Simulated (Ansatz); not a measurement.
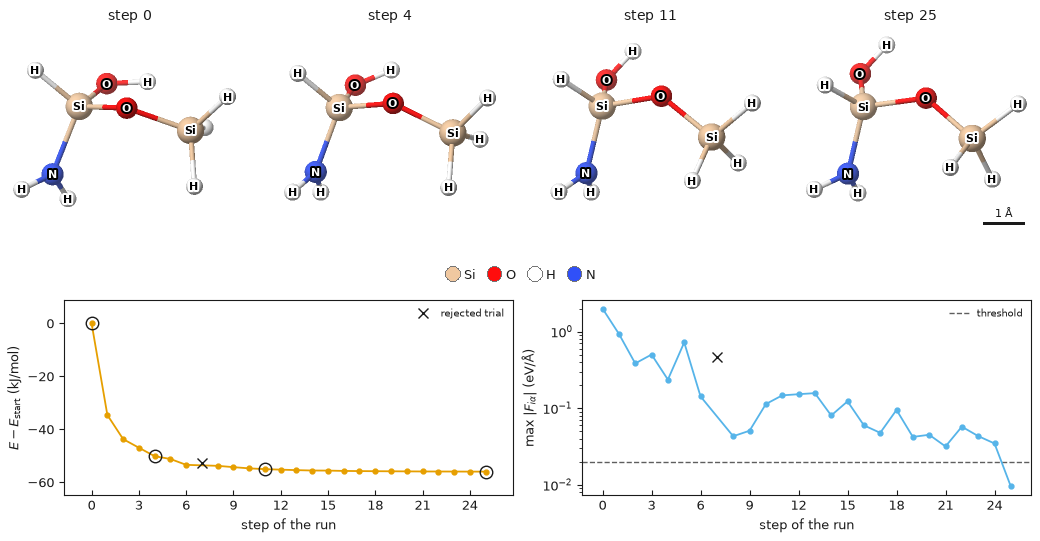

Frames of a relaxation of Si$_{2}$NH$_{7}$O$_{2}$, marked on the history of the run. A ball-and-stick model, seen at a tilt.

The run prepares the start of a later molecular dynamics calculation, from a guessed geometry.

Level of theory: Ansatz 0.2.0, RKS B3LYP-D4/6-31G*. (no spin polarisation; force threshold 0.02 eV/Å; at most 40 steps)

What happens along the run?

The largest move after the best rigid fit is that of an H atom, 1.41 Å. By element the largest moves are H 1.41 Å, O 0.93 Å, N 0.39 Å, Si 0.24 Å. Near-neighbour distances that change, for instance: N–Si 1.819 → 1.714 Å, H–N 1.060 → 1.011 Å, H–O 1.010 → 0.968 Å, H–Si 1.460 → 1.488 Å. Bond angles that change, for instance: Si–O–Si 125.0° → 134.6°, H–N–H 120.0° → 111.7°, Si–O–H 109.5° → 114.4°. Groups turn about O–Si by about 95°, O–Si by about 45°, O–Si by about 35°. After 24 accepted moves (25 points after the start) the energy has fallen by 55.9 kJ/mol. Largest force component: 2 eV/Å at the start, 0.0095 eV/Å at the end. The line search rejected the trial step at point 7 of the run. The run took 2.5 min on 2 threads of Intel(R) Xeon(R) Platinum 8259CL CPU @ 2.50GHz (Skylake/Cascade Lake), with other jobs on the host, peak memory 0.24 GiB. From step 0 to 4: an H atom moves most (0.59 Å), energy −50.1 kJ/mol. From step 4 to 11: an H atom moves most (0.65 Å), energy −4.89 kJ/mol. From step 11 to 25: an H atom moves most (0.45 Å), energy −0.94 kJ/mol.

```
step  E − E(0), kJ/mol  largest force component, eV/Å      note
   0              0.00                         1.9925          
   1            -34.56                         0.9341          
   2            -43.66                         0.3842          
   3            -46.91                         0.5016          
   4            -50.11                         0.2362          
   5            -51.16                         0.7222          
   6            -53.38                         0.1424          
   7            -52.79                         0.4669  rejected
   8            -53.75                         0.0431          
   9            -54.25                         0.0508          
  10            -54.71                         0.1134          
  11            -55.00                         0.1471          
  12            -55.19                         0.1524          
  13            -55.37                         0.1573          
  14            -55.52                         0.0804          
  15            -55.55                         0.1230          
  16            -55.67                         0.0599          
  17            -55.74                         0.0477          
  18            -55.78                         0.0950          
  19            -55.81                         0.0422          
  20            -55.84                         0.0451          
  21            -55.88                         0.0317          
  22            -55.89                         0.0574          
  23            -55.91                         0.0433          
  24            -55.93                         0.0347          
  25            -55.94                         0.0095
```
